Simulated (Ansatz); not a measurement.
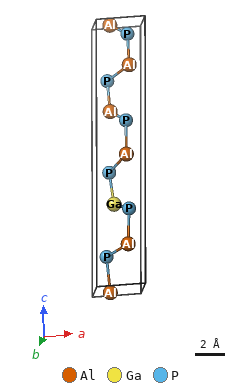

This is the input geometry for a relaxation of a crystal of Al₅GaP₆ (a generated structure, set up in P1) (coarse preliminary run). Style: ball-and-stick. Shown: the cell of the calculation, from a free direction.

Level of theory: Ansatz 0.2.0, DFT PBE, scalar-relativistic, plane waves, PAW.

Input
```yaml
crystal:
  lattice:
    - [3.8220155115, -0.0028529773, -0.0487122967]
    - [-1.913478457, 3.3592792634, 0.0440309571]
    - [-0.2401244469, 0.1119895933, 19.4821373676]
  atoms:
    - { symbol: Al, position: [0.6759144041, 0.3229943167, 0.1637213052] }
    - { symbol: Al, position: [0.6343649333, 0.2400113912, 0.4968038364] }
    - { symbol: Al, position: [0.7096288557, 0.3796407737, 0.8354118791] }
    - { symbol: Al, position: [0.343155516, 0.703356499, 1.0006041046] }
    - { symbol: Al, position: [0.3400471536, 0.635013332, 0.6751839882] }
    - { symbol: Ga, position: [0.4264368863, 0.7464462498, 0.331854722] }
    - { symbol: P, position: [0.6950905683, 0.3147670902, 0.2955686246] }
    - { symbol: P, position: [0.6385682932, 0.3559849037, 0.6275737797] }
    - { symbol: P, position: [0.6718399174, 0.3596376304, 0.9506489625] }
    - { symbol: P, position: [0.2561366692, 0.5906526111, 0.1309555693] }
    - { symbol: P, position: [0.3218349615, 0.6692516153, 0.4479852068] }
    - { symbol: P, position: [0.2869818415, 0.682243587, 0.7916870216] }
basis:
  ecutwfc: 420
kpoints:
  mp_grid: { grid: [6, 6, 1] }
hamiltonian:
  xc: pbe
scf:
  occupations: { method: gaussian, width: 0.1 }
  lower_state_search: "off"
output:
  forces: true
  stress: true
  eigenvalues: true
relax:
  adjacent_minimum: "off"
  f_tol: 0.025
  max_steps: 60
  cell: { stress_tol: 0.25 }
```

Launched with:
```bash
ansatz run input.yaml --threads 4 --pin off --max-ram 8192MiB --backend cpu --events-out ev --progress --plain --runs-dir out
```

### Predict the outcome.

Over 4 accepted moves (5 points after the start) the energy falls by 312 meV per atom. Largest force component: 5.2 eV/Å at the start, 0.0079 eV/Å at the end. The pressure goes from 4.20 to 0.00 GPa. At 1 point the geometry stayed and the basis and grid were re-selected for the new cell (energy shift of less than 0.05 meV per atom at most each time). Ga6 moves most relative to the cell: 0.34 Å roughly along [−1 −1 0]. Largest moves by element: Ga 0.34 Å, Al 0.32 Å, P 0.32 Å. The drawn cell changes as follows: a 3.822 → 3.888 Å (+1.7 %), b 3.866 → 3.888 Å (+0.6 %), c 19.484 → 19.154 Å (−1.7 %), α 88.7° → 90.0°, β 91.4° → 90.0°, γ 119.7° → 120.0°; the volume changes by +0.3 %. Some distances before and after: Ga6–P7 2.028 → 2.386 Å, Al1–P10 2.040 → 2.382 Å, Al3–P12 2.111 → 2.382 Å, Al2–P11 2.631 → 2.380 Å. Among the angles between lasting bonds that change: P8–Al5–P12 125.4° → 109.6°, P8–Al2–P11 125.1° → 109.5°, Al2–P8–Al5 125.1° → 109.6°. The space group (tolerance 0.01 Å) goes from P1 (No. 1) to P3m1 (No. 156). Cost: 33 s on 4 threads of Intel(R) Xeon(R) Platinum 8259CL CPU @ 2.50GHz (Skylake/Cascade Lake), with other jobs on the host, peak memory 0.78 GiB.

The structure at the end:

```
Al Ga P
1.0
     3.88754   -0.00002   -0.00025
    -1.94378    3.36681    0.00041
    -0.00142    0.00170   19.15395
Al Ga P
5 1 6
Cartesian
  1.9435 1.1220 3.1847
  1.9431 1.1227 9.5751
  1.9426 1.1236 15.9589
  -0.0014 2.2463 19.1498
  -0.0007 2.2462 12.7678
  -0.0006 2.2452 6.3880
  1.9432 1.1228 5.5771
  1.9430 1.1239 11.9679
  1.9424 1.1240 18.3511
  -0.0003 2.2444 2.3885
  -0.0007 2.2451 8.7824
  -0.0012 2.2460 15.1604
```

After the run, drawn alike:

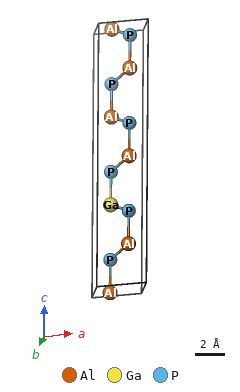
